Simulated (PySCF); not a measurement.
# CH4GeOS (SMILES O=[CH][GeH2][SH]) at 5 levels

Wanted: a comparison of 5 runs (HF/STO-3G, B3LYP/6-31G*, PBE0/def2-SVP, SVWN5/aug-cc-pVDZ, M06-2X/pcseg-2) of CH4GeOS. 

The results are computed with PySCF 2.14.0.

### 1 The system as given

CH4GeOS: 8 atoms, total charge 0, spin state singlet. SMILES: `O=[CH][GeH2][SH]`. The shape comes from GFN2-xTB, which is rough for such elements, and wasn't checked as a minimum. This is one conformer, not always the lowest.

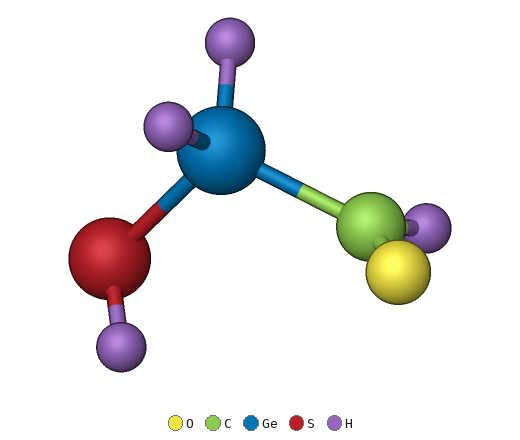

The structure, seen from a chosen angle (oxygen yellow, carbon green, germanium blue, sulfur red, hydrogen purple).

### 2 Energy and forces at HF/STO-3G (run 1)

File job.py:

```python
from pyscf import gto

mol = gto.Mole()
mol.atom = [
    ('O', (0.046560, 0.144560, -2.255280)),
    ('C', (-0.397400, 0.576700, -1.232940)),
    ('Ge', (0.492430, 0.270880, 0.552830)),
    ('S', (-0.619330, -1.282950, 1.661900)),
    ('H', (-1.356750, 1.131910, -1.218290)),
    ('H', (0.432590, 1.491780, 1.438110)),
    ('H', (1.932740, -0.150740, 0.365200)),
    ('H', (-0.530850, -2.182150, 0.688480)),
]
mol.basis = 'sto-3g'
mol.charge = 0
mol.verbose = 3
mol.max_memory = 1860
mol.build()

hf = mol.RHF()
hf.conv_tol = 1e-10
hf.kernel()
if not hf.converged:
    hf = hf.newton().run(hf.mo_coeff, hf.mo_occ)

etot = hf.e_tot
print('Final energy', etot)
grad = hf.nuc_grad_method().kernel()
hf.analyze()
```

On the command line:

```bash
$ OMP_NUM_THREADS=1 python job.py
```

Output:

```text
converged SCF energy = -2558.50068504529
Final energy -2558.5006850452937
--------------- RHF gradients ---------------
         x                y                z
0 O    -0.0163431065     0.0169070703     0.0532920059
1 C     0.0043550685    -0.0125666718    -0.0726707944
2 Ge    -0.0112080414    -0.0117926311    -0.0101993154
3 S    -0.0050621244    -0.0066150532     0.0073108040
4 H    -0.0004888842    -0.0006637066     0.0022605558
5 H    -0.0013121008     0.0219610148     0.0216551447
6 H     0.0295469839    -0.0092485354    -0.0009151310
7 H     0.0005122047     0.0020185130    -0.0007332695
----------------------------------------------
**** MO energy ****
MO #1   energy= -400.570079280181  occ= 2
MO #2   energy= -90.7172269561093  occ= 2
MO #3   energy= -50.4140239551527  occ= 2
MO #4   energy= -45.4779456861357  occ= 2
MO #5   energy= -45.4775247209486  occ= 2
MO #6   energy= -45.477432168688   occ= 2
MO #7   energy= -20.3025635497277  occ= 2
MO #8   energy= -11.0942891432513  occ= 2
MO #9   energy= -8.62614132301661  occ= 2
MO #10  energy= -6.50021368205162  occ= 2
MO #11  energy= -6.25810902488555  occ= 2
MO #12  energy= -6.25617831621163  occ= 2
MO #13  energy= -6.25281303515864  occ= 2
MO #14  energy= -4.54271724347067  occ= 2
MO #15  energy= -4.54084584089406  occ= 2
MO #16  energy= -4.54068007955572  occ= 2
MO #17  energy= -1.34511410974629  occ= 2
MO #18  energy= -0.892197239235498 occ= 2
MO #19  energy= -0.779700934936139 occ= 2
MO #20  energy= -0.683625646898624 occ= 2
MO #21  energy= -0.682202807002438 occ= 2
MO #22  energy= -0.680405962425878 occ= 2
MO #23  energy= -0.678878384675222 occ= 2
MO #24  energy= -0.67595019884594  occ= 2
MO #25  energy= -0.649334941976088 occ= 2
MO #26  energy= -0.571640946483652 occ= 2
MO #27  energy= -0.511282464878109 occ= 2
MO #28  energy= -0.464917521878393 occ= 2
MO #29  energy= -0.454925561222888 occ= 2
MO #30  energy= -0.417107172562522 occ= 2
MO #31  energy= -0.347504699818259 occ= 2
MO #32  energy= -0.301133727528545 occ= 2
MO #33  energy= -0.260870081617205 occ= 2
MO #34  energy= 0.272956549292753  occ= 0
MO #35  energy= 0.393288653510976  occ= 0
MO #36  energy= 0.428596149484257  occ= 0
MO #37  energy= 0.486661812190893  occ= 0
MO #38  energy= 0.51720423252992   occ= 0
MO #39  energy= 0.540982797829796  occ= 0
MO #40  energy= 0.712504769149574  occ= 0
MO #41  energy= 0.976378352377323  occ= 0
 ** Mulliken atomic charges  **
charge of    0O =     -0.13011
charge of    1C =     -0.01152
charge of    2Ge =      0.41069
charge of    3S =     -0.01571
charge of    4H =      0.00763
charge of    5H =     -0.10580
charge of    6H =     -0.10569
charge of    7H =     -0.04948
Dipole moment(X, Y, Z, Debye):  0.04007,  0.62945,  0.43801
```

It took 2.8 s on 1 thread of Intel Xeon at 2.70GHz, shared host; peak memory 0.12 GiB.

### 3 Energy and gradient at B3LYP/6-31G(d) (spherical functions) (run 2)

File job.py:

```python
from pyscf import gto, dft

system = gto.M(
    atom='''
O      0.087986     0.273179    -4.261862
C     -0.750977     1.089805    -2.329919
Ge     0.930558     0.511889     1.044697
S     -1.170364    -2.424424     3.140536
H     -2.563886     2.139000    -2.302234
H      0.817477     2.819056     2.717634
H      3.652349    -0.284857     0.690128
H     -1.003161    -4.123666     1.301039
''',
    max_memory=1860,
    unit='bohr',
    basis='6-31g*',
    verbose=4,
    spin=0,
    charge=0,
)

mf = dft.RKS(system)
mf.xc = 'b3lyp'
mf.conv_tol = 1e-10
mf.grids.level = 5
mf.kernel()
if not mf.converged:
    mf = mf.newton().run(mf.mo_coeff, mf.mo_occ)

etot = mf.e_tot
print('E(%s) = %.9f' % ('B3LYP', etot))
grad = mf.nuc_grad_method().kernel()
dip = mf.dip_moment()
pop, q = mf.mulliken_pop()
```

On the command line:

```bash
$ OMP_NUM_THREADS=1 python job.py
```

Output:

```text
PySCF version 2.14.0

[... 78 lines left out ...]
converged SCF energy = -2590.67000247236
[... 13 lines left out ...]
Dipole moment(X, Y, Z, Debye): -0.08527,  0.92581,  0.29628
[... 95 lines left out ...]
charge of    7H =      0.11056
```

It took 41 s on 1 thread of Intel Xeon at 2.70GHz, shared host; peak memory 0.84 GiB.

Run 3 isn't shown in full; the table further down has it.

### 4 Energy and gradient at SVWN5/aug-cc-pVDZ (run 4)

File input.py:

```python
from pyscf import gto, dft

mol = gto.Mole()
mol.atom = [
    ('O', (0.046560, 0.144560, -2.255280)),
    ('C', (-0.397400, 0.576700, -1.232940)),
    ('Ge', (0.492430, 0.270880, 0.552830)),
    ('S', (-0.619330, -1.282950, 1.661900)),
    ('H', (-1.356750, 1.131910, -1.218290)),
    ('H', (0.432590, 1.491780, 1.438110)),
    ('H', (1.932740, -0.150740, 0.365200)),
    ('H', (-0.530850, -2.182150, 0.688480)),
]
mol.basis = 'aug-cc-pvdz'
mol.charge = 0
mol.max_memory = 1860
mol.verbose = 3
mol.build()

myscf = dft.RKS(mol, xc='svwn')
myscf.grids.level = 5
myscf.conv_tol = 1e-10
myscf.kernel()
if not myscf.converged:
    myscf = myscf.newton().run(myscf.mo_coeff, myscf.mo_occ)

etot = myscf.e_tot
print(f'total energy: {etot:.8f} hartree')
grad = myscf.nuc_grad_method().kernel()
dip = myscf.dip_moment()
pop, q = myscf.mulliken_pop()
```

On the command line:

```bash
$ OMP_NUM_THREADS=1 python input.py
```

Output:

```text
converged SCF energy = -2585.47776131119
total energy: -2585.47776131 hartree
[... 8 lines left out ...]
Dipole moment(X, Y, Z, Debye): -0.20641,  0.87135,  0.63439
[... 154 lines left out ...]
charge of    7H =     -0.00360
```

Run time: 64 s. Hardware: 1 thread of Intel Xeon at 2.70GHz, shared host; peak memory 1 GiB.

### 5 Energy and forces at M06-2X/pcseg-2 (run 5)

File run.py:

```python
from pyscf import gto, dft

molecule = gto.M(
    atom=[
    ('O', (0.046560, 0.144560, -2.255280)),
    ('C', (-0.397400, 0.576700, -1.232940)),
    ('Ge', (0.492430, 0.270880, 0.552830)),
    ('S', (-0.619330, -1.282950, 1.661900)),
    ('H', (-1.356750, 1.131910, -1.218290)),
    ('H', (0.432590, 1.491780, 1.438110)),
    ('H', (1.932740, -0.150740, 0.365200)),
    ('H', (-0.530850, -2.182150, 0.688480)),
],
    charge=0,
    basis='pcseg-2',
    spin=0,
    max_memory=1860,
    verbose=4,
)

myscf = dft.RKS(molecule, xc='m06-2x')
myscf.conv_tol = 1e-10
myscf.grids.level = 5
myscf.kernel()
if not myscf.converged:
    myscf = myscf.newton().run(myscf.mo_coeff, myscf.mo_occ)

energy = myscf.e_tot
print('E = %.10f Eh' % energy)
grad = myscf.nuc_grad_method().kernel()
myscf.analyze()
```

On the command line:

```bash
$ OMP_NUM_THREADS=1 python run.py
```

Output:

```text
PySCF version 2.14.0

[... 106 lines left out ...]
MO #1   energy= -400.930181100583  occ= 2
[... 23 lines left out ...]
MO #25  energy= -0.621424939423711 occ= 2
[... 23 lines left out ...]
MO #49  energy= 0.244116268074867  occ= 0
[... 23 lines left out ...]
MO #73  energy= 0.862131121012695  occ= 0
[... 23 lines left out ...]
MO #97  energy= 1.45409381760554   occ= 0
[... 23 lines left out ...]
MO #121 energy= 2.17054845219476   occ= 0
[... 23 lines left out ...]
MO #145 energy= 3.8389315601887    occ= 0
[... 23 lines left out ...]
MO #169 energy= 4.48743745235107   occ= 0
[... 23 lines left out ...]
MO #193 energy= 25.1967605743273   occ= 0
[... 204 lines left out ...]
Dipole moment(X, Y, Z, Debye): -0.13620,  0.93581,  0.84778
```

Run time: 4.7 min. Hardware: 1 thread of Intel Xeon at 2.70GHz, shared host; peak memory 2.9 GiB.

### 6 Overview of the runs

```csv
run,level,integration grid,energy (Eh),dipole moment (D),HOMO energy (eV),LUMO energy (eV),wall time
1,HF/STO-3G,–,-2558.500685,0.77,-7.10,7.43,2.8 s
2,B3LYP/6-31G* (spherical functions),5,-2590.670002,0.98,-6.65,-1.82,41 s
3,PBE0/def2-SVP,5,-2589.918281,0.92,-6.91,-1.66,38 s
4,SVWN5/aug-cc-pVDZ,5,-2585.477761,1.10,-5.89,-3.29,64 s
5,M06-2X/pcseg-2,5,-2590.976183,1.27,-8.36,-0.87,4.7 min
```

### 7 Outcome

| quantity | value |
| --- | --- |
| run 5: total energy | -2590.97618 Eh |
| run 5: dipole moment | 1.27 D |
| run 5: HOMO energy | -8.36 eV |
| run 5: LUMO energy | -0.87 eV |
| run 5: HOMO–LUMO gap | 7.49 eV |
| run 5: largest force on an atom | 0.614 eV/Å |

In words: The dipole moment (its size) runs from 0.77 D (HF/STO-3G) to 1.27 D (M06-2X/pcseg-2). The two ends differ in method and basis. The HOMO–LUMO gap runs from 2.61 eV (SVWN5/aug-cc-pVDZ) to 14.53 eV (HF/STO-3G). Totals of different functionals can't be ranked against each other. In run 1 the basis is minimal, so the values are rough. All runs together took 7.2 min, the longest 4.7 min.
